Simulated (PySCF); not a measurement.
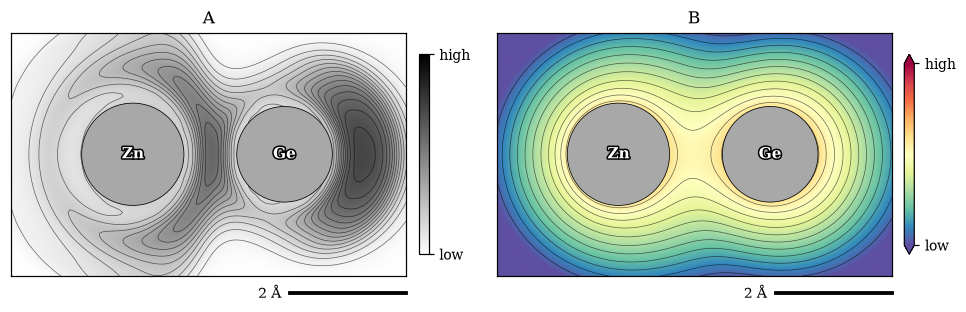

ZnGe (charge +1, doublet): 2 fields on a plane that holds the molecular axis, with unlabelled colour scales. Grey discs cover the atomic cores.

Computed with PySCF 2.14.0, PBE0/pcseg-1, non-relativistic, at a bond length of 2.607 Å.

**The panels show electron density and electron localisation function in some order. Assign them.**

Panel A: electron localisation function. Panel B: electron density. From the grid: Zn–Ge (2.61 Å): ρ at the midpoint is about 0.31 e/Å³; the ELF reaches about 0.60 near the midpoint.
